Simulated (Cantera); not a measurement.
Charge: 1 mol SiH₄, a varied amount of NO, equilibrated at 1225 °C and 75.0 Torr.

Cantera equilibrium calculation (NASA polynomials, part measured and part estimated; ideal gas, pure solids and liquids). Candidate condensed phases: H₂O, Si, SiO₂, Si₂N₂O, Si₃N₄; 35 gas species. Mutual solubility and eutectic melting of coexisting phases are not modelled. The tables hold silica as quartz up to 1696 K and as liquid above; real silica turns to tridymite and cristobalite and melts near 1996 K. Gases not in the tables: Si(OH)₄. Kinetics and transport are ignored.

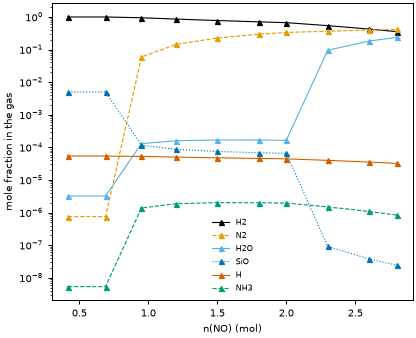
Equilibrium gas composition (values under 1e-9 drawn at 1e-9)

Problem. Read off the mole fractions at 1.2 mol NO.

Solution. H₂ about 0.86, N₂ about 0.14, H₂O about 0.00016, SiO about 8.7e-5, H about 5.0e-5, NH₃ about 1.9e-6.
